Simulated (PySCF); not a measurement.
C8H7F, SMILES F/C=C\c1ccccc1, GFN2-xTB optimised geometry. Atoms within 1.6 Å of the plane z = 0.0 Å (x, y, z in Å): F1 (2.19, 2.29, 0.00), C2 (2.55, 1.00, 0.00), C3 (1.70, -0.03, 0.00), C4 (0.24, -0.03, 0.00), C5 (-0.41, -1.26, 0.00), C6 (-1.79, -1.33, 0.00), C7 (-2.55, -0.17, 0.00), C8 (-1.91, 1.06, 0.00), C9 (-0.53, 1.14, 0.00), H10 (3.62, 0.89, 0.00), H11 (2.16, -1.00, 0.00), H12 (0.17, -2.17, 0.00), H13 (-2.28, -2.29, 0.00), H14 (-3.62, -0.22, 0.00), H15 (-2.49, 1.97, 0.00), H16 (-0.05, 2.10, 0.00).

Method: B3LYP/def2-TZVP in PySCF. Cells within 0.4 Å of a nucleus heavier than hydrogen are left out (blank, or x).

Map of the deformation density (molecule minus spherical neutral atoms) (e/bohr³) on the plane z = 0.0 Å:

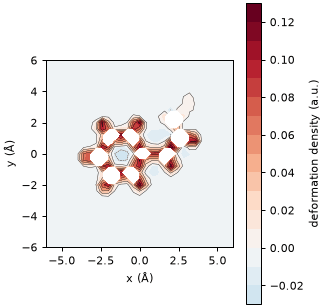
Figure. Deformation density (molecule minus spherical neutral atoms) (e/bohr³) on the plane z = 0.0 Å.
